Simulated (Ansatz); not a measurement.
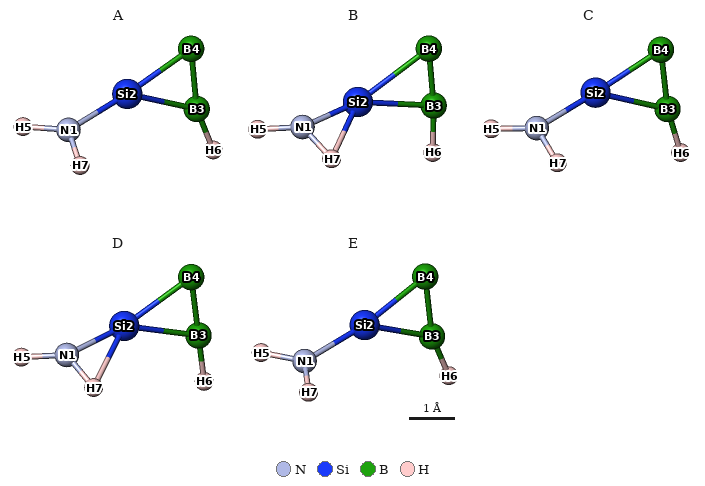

5 geometries from one relaxation of B$_{2}$SiNH$_{3}$, in shuffled order. Style: ball-and-stick. Shown at a tilt.

It is one of the separated reactants of a reaction.

Level of theory: RKS PBE-D4/def2-SVP in Ansatz. Settings: force threshold 0.03 eV/Å; at most 250 steps.

### Order the frames from highest to lowest energy.

B, D, C, A, E. They are steps 0, 1, 2, 3, 7, at +47.3 kcal/mol, +18.2 kcal/mol, +4.93 kcal/mol, +0.87 kcal/mol relative to the last. The energy falls by 47.3 kcal/mol in 6 accepted moves (7 points after the start). The largest force component goes from 9.4 to 0.023 eV/Å. The line search rejected the trial step at point 5 of the run. The atom that moves furthest after the best rigid fit is H7 (0.71 Å). Largest moves by element: H 0.71 Å, Si 0.23 Å, N 0.16 Å, B 0.16 Å. Among the contacts that change: Si2–H7 1.783 → 2.430 Å, Si2–B4 2.005 → 1.813 Å, N1–Si2 1.557 → 1.714 Å, B3–B4 1.481 → 1.570 Å. Among the angles between lasting bonds that change: Si2–N1–H7 84.9° → 123.3°, Si2–B3–H6 105.8° → 136.7°, Si2–N1–H5 141.4° → 123.3°.
